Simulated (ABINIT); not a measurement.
# CsH (Pm-3m): G0W0 in ABINIT against the bands in the screening, part 2 of 2

Aim: move the bands in the screening of a G0W0 run on CsH (Pm-3m) over a wide range.

ABINIT 10.8.3; LDA and many-body steps on it, plane waves. Known limits of the many-body steps: not at the basis limit; no spin-orbit coupling; coarse k mesh.

So far. Step 2 (Screening, 4×4×4 mesh, 13 bands, screening to 106.1 eV): Local fields lower ε∞ by 11 %. On a Γ-centred mesh this coarse the value itself is usually too large, while a short band sum pulls it down. Step 3 (13 bands): The gap on the mesh goes from 2.30 eV to 4.25 eV, a correction of +1.95 eV.

## 5. 27 bands

This step: G0W0 on LDA, plane waves, norm-conserving pseudopotentials.

File run.abi:

```
acell 3*1.0 Angstrom
rprim 
  3.818408540000 0.000000000000 0.000000000000
  0.000000000000 3.818408540000 0.000000000000
  0.000000000000 0.000000000000 3.818408540000
ntypat 2
znucl 55 1
natom 2
typat 1 2
xred 
  0.000000000000 0.000000000000 0.000000000000
  0.500000000000 0.500000000000 0.500000000000
pp_dirpath "pseudos"
pseudos "Cs.upf, H.upf"
ecut 31
ngkpt 4 4 4
nshiftk 1
shiftk 0 0 0
kptopt 1
chksymbreak 0
istwfk *1
occopt 1
irdwfk 1
optdriver 4
nband 27
gwcalctyp 0
ecutsigx 31
symsigma 1
nkptgw 3
kptgw 
  0.5000000000 0.5000000000 0.5000000000
  0.5000000000 0.0000000000 0.0000000000
  0.0000000000 0.0000000000 0.0000000000
bdgw 
  2 8
  3 7
  2 7
ecuteps 3.9
irdscr 1
ppmodel 1
indata_prefix "in"
outdata_prefix "out"
tmpdata_prefix "tmp"
```

Launch:

```console
$ OMP_NUM_THREADS=1 mpirun -n 4 abinit run.abi > log
```

The log of the run:

```text
.Version 10.8.3 of ABINIT. v10.8.2 released Aug 2026.

 Symmetries : space group Pm -3 m (#221); Bravais cP (primitive cubic)
[... echo of the input left out ...]
== DATASET  1 ==================================================================
-   mpi_nproc: 4, omp_nthreads: 1 (-1 if OMP is not activated)

--- !DatasetInfo
iteration_state: {dtset: 1, }
dimensions: {natom: 2, nkpt: 10, mband: 27, nsppol: 1, nspinor: 1, nspden: 1, mpw: 3136, }
cutoff_energies: {ecut:  31.0, pawecutdg:  -1.0, }
electrons: {nelect:   1.00000000E+01, charge:   0.00000000E+00, occopt:   1.00000000E+00, tsmear:   1.00000000E-02, }

 SIGMA: Calculation of the GW corrections

 Based on a program developped by R.W. Godby, V. Olevano, G. Onida, and L. Reining.
 Incorporated in ABINIT by V. Olevano, G.-M. Rignanese, and M. Torrent.
.Using double precision arithmetic ; gwpc =  8

[... cell and pseudopotentials left out ...]
--------------------------------------------------------------------------------

 ==== K-mesh for the wavefunctions ====
 Number of points in the irreducible wedge :    10
[... list of points left out ...]
 Together with 48 symmetry operations and time-reversal symmetry
 yields    64 points in the full Brillouin Zone.

 ==== Q-mesh for screening function ====
 Number of points in the irreducible wedge :    10
[... list of points left out ...]
 Together with 48 symmetry operations and time-reversal symmetry
 yields    64 points in the full Brillouin Zone.

 vcoul_init : cutoff-mode = AUXILIARY_FUNCTION
 q-points for optical limit:   1
     1)      0.000010    0.000020    0.000030
 setmesh: FFT mesh size selected  =    40x   40x   40
          total number of points  =        64000

 Number of electrons calculated from density =   10.0000; Expected =   10.0000
[...]
number of plane-waves for wavefunctions          3071
 number of bands                                    27
 number of q-points in IBZ                          10
 number of frequencies                               2
 number of real frequencies                          1
 number of imag frequencies                          1

 matrix elements of self-energy operator (all in [eV])

 Perturbative Calculation

--- !SelfEnergy_ee
iteration_state: {dtset: 1, }
kpoint     : [   0.500,    0.500,    0.500, ]
spin       : 1
KS_gap     :    2.488
QP_gap     :    4.370
Delta_QP_KS:    1.882
data: !SigmaeeData |
     Band     E0 <VxcDFT>   SigX SigC(E0)      Z dSigC/dE  Sig(E)    E-E0       E
        2  -6.265 -12.525 -17.202   3.087   0.775  -0.291 -13.757  -1.232  -7.497
        3  -6.265 -12.525 -17.202   3.087   0.775  -0.291 -13.757  -1.232  -7.497
        4  -6.265 -12.525 -17.202   3.087   0.775  -0.291 -13.757  -1.232  -7.497
[...]
--- !SelfEnergy_ee
iteration_state: {dtset: 1, }
kpoint     : [   0.500,    0.000,    0.000, ]
spin       : 1
KS_gap     :    2.559
QP_gap     :    4.544
Delta_QP_KS:    1.985
data: !SigmaeeData |
     Band     E0 <VxcDFT>   SigX SigC(E0)      Z dSigC/dE  Sig(E)    E-E0       E
[...]
--- !SelfEnergy_ee
iteration_state: {dtset: 1, }
kpoint     : [   0.000,    0.000,    0.000, ]
spin       : 1
KS_gap     :    5.220
QP_gap     :    7.488
Delta_QP_KS:    2.268
data: !SigmaeeData |
     Band     E0 <VxcDFT>   SigX SigC(E0)      Z dSigC/dE  Sig(E)    E-E0       E
[...]
6   5.759  -8.498  -3.789  -3.040   0.824  -0.214  -7.123   1.375   7.133
        7   5.759  -8.498  -3.789  -3.040   0.824  -0.214  -7.123   1.375   7.133

== END DATASET(S) ==============================================================
================================================================================

 -outvars: echo values of variables after computation  --------
           etotal      0.0000000000E+00
            nband          27
             nkpt          10
          spgroup         221
 [... the other variables as echoed above ...]

 Calculation completed.
```

Run time: 3.7 s. Hardware: 4 MPI ranks of Arm Neoverse V2, shared host; peak memory 0.58 GiB.

Numbers from this step:

```yaml
g0w0_gap_on_the_points_computed: 4.237 eV
starting_gap_on_the_mesh: 2.297 eV
k_of_the_valence_top: 0.5, 0.5, 0.5
k_of_the_conduction_bottom: 0.5, 0, 0
z_at_the_valence_top: 0.775
z_at_the_conduction_bottom: 0.83
least_direct_g0w0_gap_on_the_computed_points: 4.37 eV
```

Against the run before, the gap moves by −0.012 eV.

## 6. Screening, 4×4×4 mesh, 57 bands, screening to 106.1 eV

This step: RPA screening on LDA, plane waves, norm-conserving pseudopotentials.

run.abi, as its differences from that of step 5:

```diff
@@ -23,19 +23,8 @@
 irdwfk 1
-optdriver 4
-nband 27
-gwcalctyp 0
-ecutsigx 31
-symsigma 1
-nkptgw 3
-kptgw 
-  0.5000000000 0.5000000000 0.5000000000
-  0.5000000000 0.0000000000 0.0000000000
-  0.0000000000 0.0000000000 0.0000000000
-bdgw 
-  2 8
-  3 7
-  2 7
+optdriver 3
+nband 57
 ecuteps 3.9
-irdscr 1
-ppmodel 1
+inclvkb 2
+awtr 1
+symchi 1
 indata_prefix "in"
```

The log of the run:

```text
.Version 10.8.3 of ABINIT. v10.8.2 released Aug 2026.

 Symmetries : space group Pm -3 m (#221); Bravais cP (primitive cubic)
[... echo of the input left out ...]
== DATASET  1 ==================================================================
-   mpi_nproc: 4, omp_nthreads: 1 (-1 if OMP is not activated)

--- !DatasetInfo
iteration_state: {dtset: 1, }
dimensions: {natom: 2, nkpt: 10, mband: 57, nsppol: 1, nspinor: 1, nspden: 1, mpw: 3136, }
cutoff_energies: {ecut:  31.0, pawecutdg:  -1.0, }
[...]
--------------------------------------------------------------------------------
[... chi0 elements left out ...]
 For q-point:  0.000010 0.000020 0.000030
  dielectric constant =   3.8374
  dielectric constant without local fields =   4.3588

  Average fulfillment of the sum rule on Im[epsilon] for q-point    1 :     79.29  [%]
[... wings left out ...]
  q-point number  2        q = ( 0.250000, 0.000000, 0.000000) [r.l.u.]
--------------------------------------------------------------------------------
[... chi0 elements left out ...]
  Average fulfillment of the sum rule on Im[epsilon] for q-point    2 :     98.63  [%]

 [... 8 further q-points ...]
```

Elapsed: 5.5 s, on 4 MPI ranks; peak memory 0.55 GiB.

This step gave:

- ε∞ with local fields, on this mesh, along the program's q direction: 3.837
- the same without local fields: 4.359
- plasma frequency: 15.74 eV
- plane waves in the screening matrix: 147

## 7. 57 bands

This step: G0W0 on LDA, plane waves, norm-conserving pseudopotentials.

run.abi, as its differences from that of step 6:

```diff
@@ -23,8 +23,19 @@
 irdwfk 1
-optdriver 3
-nband 57
+optdriver 4
+nband 27
+gwcalctyp 0
+ecutsigx 31
+symsigma 1
+nkptgw 3
+kptgw 
+  0.5000000000 0.5000000000 0.5000000000
+  0.5000000000 0.0000000000 0.0000000000
+  0.0000000000 0.0000000000 0.0000000000
+bdgw 
+  2 8
+  3 7
+  2 7
 ecuteps 3.9
-inclvkb 2
-awtr 1
-symchi 1
+irdscr 1
+ppmodel 1
 indata_prefix "in"
```

The log of the run:

```text
.Version 10.8.3 of ABINIT. v10.8.2 released Aug 2026.

 Symmetries : space group Pm -3 m (#221); Bravais cP (primitive cubic)
[... echo of the input left out ...]
== DATASET  1 ==================================================================
-   mpi_nproc: 4, omp_nthreads: 1 (-1 if OMP is not activated)

--- !DatasetInfo
iteration_state: {dtset: 1, }
dimensions: {natom: 2, nkpt: 10, mband: 27, nsppol: 1, nspinor: 1, nspden: 1, mpw: 3136, }
cutoff_energies: {ecut:  31.0, pawecutdg:  -1.0, }
[...]
Band     E0 <VxcDFT>   SigX SigC(E0)      Z dSigC/dE  Sig(E)    E-E0       E
[...]
6   5.759  -8.498  -3.789  -3.116   0.823  -0.216  -7.187   1.310   7.069
        7   5.759  -8.498  -3.789  -3.116   0.823  -0.216  -7.187   1.310   7.069

== END DATASET(S) ==============================================================
================================================================================

 -outvars: echo values of variables after computation  --------
           etotal      0.0000000000E+00
            nband          27
             nkpt          10
          spgroup         221
 [... the other variables as echoed above ...]

 Calculation completed.
```

Elapsed: 3.7 s, on 4 MPI ranks; peak memory 0.58 GiB; 15 s of CPU time.

Numbers from this step:

| Property | Result |
| --- | --- |
| G0W0 gap on the points computed | 4.256 eV |
| starting gap on the mesh | 2.297 eV |
| k of the valence top | 0.5, 0.5, 0.5 |
| k of the conduction bottom | 0.5, 0, 0 |
| least direct G0W0 gap on the computed points | 4.382 eV |

Against the run before, the gap moves by +0.019 eV.

## 8. The runs together

Times are wall times on 4 MPI ranks of Arm Neoverse V2, shared host, good to a factor of about two. A run's time includes the screening step that it read.

| run | mesh | bands | screening cutoff (eV) | DFT gap (eV) | gap on the mesh (eV) | direct (eV) | ε∞ used | time |
| --- | --- | --- | --- | --- | --- | --- | --- | --- |
| 13 bands | 4×4×4 | 27 | 106.1 | 2.297 | 4.249 | 4.392 | 3.80 | 6.3 s |
| 27 bands | 4×4×4 | 27 | 106.1 | 2.297 | 4.237 | 4.370 | 3.82 | 7.4 s |
| 57 bands | 4×4×4 | 27 | 106.1 | 2.297 | 4.256 | 4.382 | 3.84 | 9.3 s |

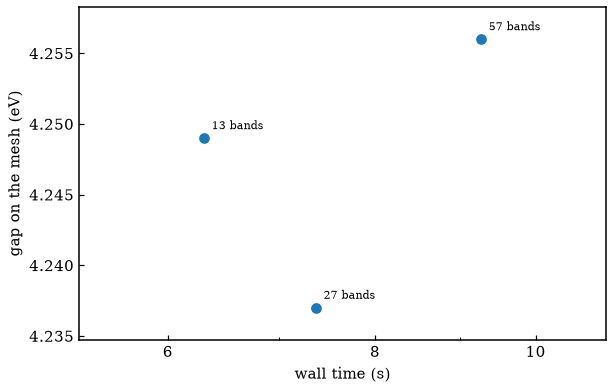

Result against wall time.

## 9. Outcome

| Quantity | Value |
| --- | --- |
| 13 bands | 4.249 eV |
| 27 bands | 4.237 eV |
| 57 bands | 4.256 eV |
| known limits | not at the basis limit; no spin-orbit coupling; coarse k mesh |

The setting moved: bands in the screening. From 13 bands to 57 bands the gap moves by +0.01 eV. The last step still moves it by +0.019 eV. Bands and screening cutoff are coupled, so a series along one setting does not show full convergence. Bands and cutoff are finite, so the gap is not at the basis limit. The miss can reach some tenths of an eV and take either sign; the mesh is an error of its own. In the G0W0 runs levels were corrected at 3 k points alone, so a gap called «on the mesh» is the least over those, and an edge elsewhere would be missed. The 4×4×4 mesh is coarse for this cell, which bears on the long-range parts of exchange and screening. The many-body steps are scalar-relativistic: spin-orbit coupling is not in them.

[Paths, hosts, dates, memory and timing lines, banners, echoed tables and standing remarks are left out of the program output.]

[Logs are printed without paths, hosts, clocks, repeated set-up lines and the standing remarks that a program may print on its own settings, such as how far it seeks lower states.]

[Runs of the session that timed out or met a known fault of the program may be left out.]

[Hosts, paths, dates, database ids (printed as entryN), source tags and the programs' standing remarks are cut or masked in the printed files.]

[G0W0 gaps are taken among the corrected bands and points alone; a level outside them can change the order at an edge.]

[Where Ansatz stands beside ABINIT at settings called matched, ABINIT's density can come from a denser mesh and the files from another edition; pairs whose starting gaps differed by over 0.03 eV were left out, so agreement reads better than it is.]
